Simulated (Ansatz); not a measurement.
**AlClHN···H₂: density, localisation and related maps**

The calculation's input:

```
crystal:
  periodic: [false, false, false]
  atoms:
    - {symbol: Al, position_ang: [-0.134567, 0.426331, 0.481145]}
    - {symbol: H, position_ang: [1.531990, -0.437335, -0.467372]}
    - {symbol: N, position_ang: [-1.232275, -0.395697, -0.469650]}
    - {symbol: H, position_ang: [0.900214, -0.724951, -0.806492]}
    - {symbol: Cl, position_ang: [1.175825, 1.483197, 1.701509]}
    - {symbol: H, position_ang: [-2.241287, -0.351445, -0.439140]}
basis:
  gaussian: {orbitals: def2-TZVPP}
hamiltonian: {xc: pbe0, dispersion: d4}
output: {orbitals: {seedname: orbitals}}
```

Run with:

```sh
ansatz run in.yaml --threads 2 --pin off --events-out ev --progress --plain --max-ram 4352MiB
```

The product side of a reaction path; geometry: PBE0-D4/def2-TZVP.

Level of theory: RKS PBE0-D4/def2-TZVPP (Ansatz).

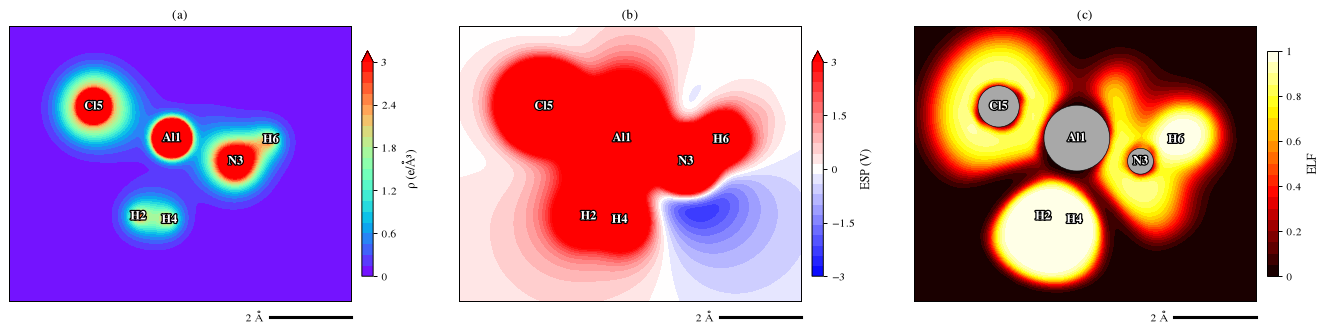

Figure 1. (a) total electron density; (b) molecular electrostatic potential; (c) electron localisation function on the molecular plane. Grey discs cover the atomic cores in the ELF map.

What do the fields say about this system?

Answer. The plane passes through Al, H, N and Cl nuclei.
Al1···H4 (2.01 Å): the density falls to about 0.18 e/Å³ on the way; the ELF climbs to about 1 towards the hydrogen.
Al–N (1.67 Å): the density is about 0.99 e/Å³ at the midpoint; the ELF peaks at about 0.80 in the valence shell of N, 0.6 Å from its nucleus, and is about 0.50 at the midpoint.
Al–Cl (2.08 Å): the density is about 0.76 e/Å³ at the midpoint; the ELF peaks at about 0.85 in the valence shell of Cl, 0.9 Å from its nucleus, and is about 0.80 at the midpoint.
H–H (0.77 Å): the density is about 1.7 e/Å³ at the midpoint; the ELF is about 1 at the midpoint.
N–H (1.01 Å): ρ at the midpoint is about 2.9 e/Å³; the ELF climbs to about 1 towards the hydrogen: an ordinary covalent bond to hydrogen.
The ELF also peaks beside N3 and Cl5, away from the bonds: lone-pair regions.
Outside the dense part of the complex the potential is most negative (−2.4 V) near N3.

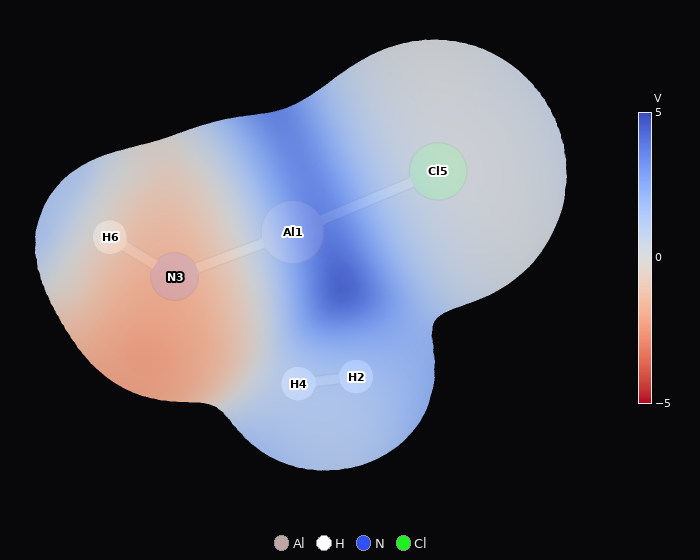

Figure 2. The molecular electrostatic potential painted on the density surface at 0.004 e/bohr³, seen across its widest extent; red is negative and blue positive.

Describe the electrostatic potential map.

Answer. The most negative region (about −2.2 V, or −51 kcal/mol for a unit charge) lies over N3, the most positive (about +4.2 V, or +97 kcal/mol for a unit charge) over Al1. N3 is the likeliest acceptor of a hydrogen bond.

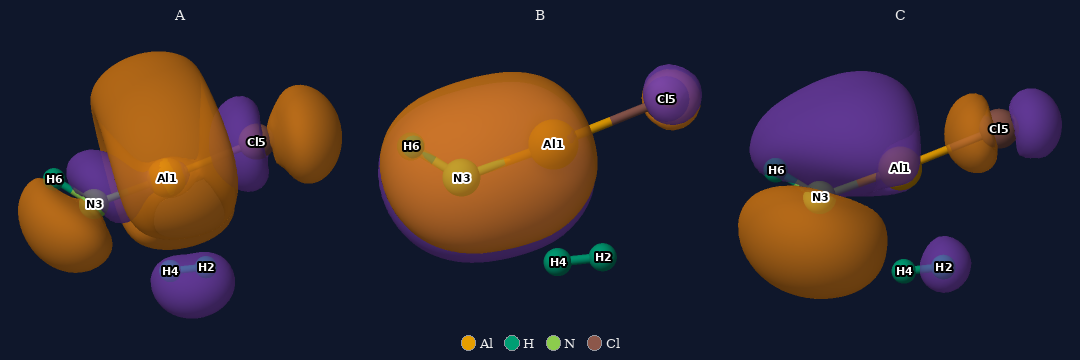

Figure 3. Three frontier orbitals at ±0.06 Å⁻³ᐟ² (orange and purple are the two phases), in no order.

Order the three orbitals by energy and name them.

Answer. C is the HOMO−1 (−6.98 eV). It lies mainly on N3 (about 70 %) and Al1 (about 20 %); it is symmetric in the molecular plane (an in-plane orbital: σ, lone-pair or in-plane π type). B is the HOMO (−6.56 eV). It lies mainly on N3 (about 70 %) and Al1 (about 25 %); it changes sign across the molecular plane (π type); π-bonding across Al1–N3. A is the LUMO (−1.55 eV). Its weight (Hirshfeld) is mainly on Al1 (about 60 %), Cl5 (about 20 %) and N3 (about 15 %); it is symmetric in the molecular plane (an in-plane orbital: σ, lone-pair or in-plane π type).

What is the HOMO–LUMO gap?

Answer. 5.01 eV between the orbital energies.
